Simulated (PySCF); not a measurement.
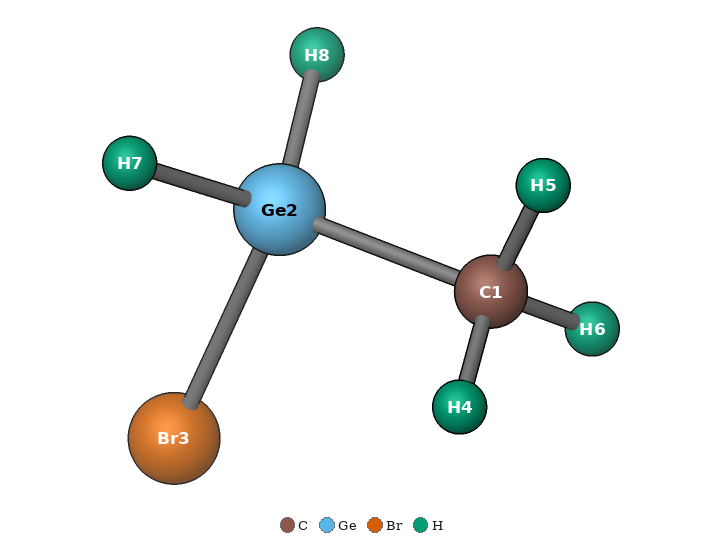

Atoms carry their numbers in the input. The computed structure is the end point of a PBE0-D3(BJ)/def2-SVP optimisation. No frequency run is at hand to confirm it as a minimum.

List the bonds and their lengths.

| bond | length (Å) |
| --- | --- |
| C1–Ge2 | 1.941 |
| C1–H4 | 1.099 |
| C1–H5 | 1.100 |
| C1–H6 | 1.099 |
| Ge2–Br3 | 2.317 |
| Ge2–H7 | 1.537 |
| Ge2–H8 | 1.537 |
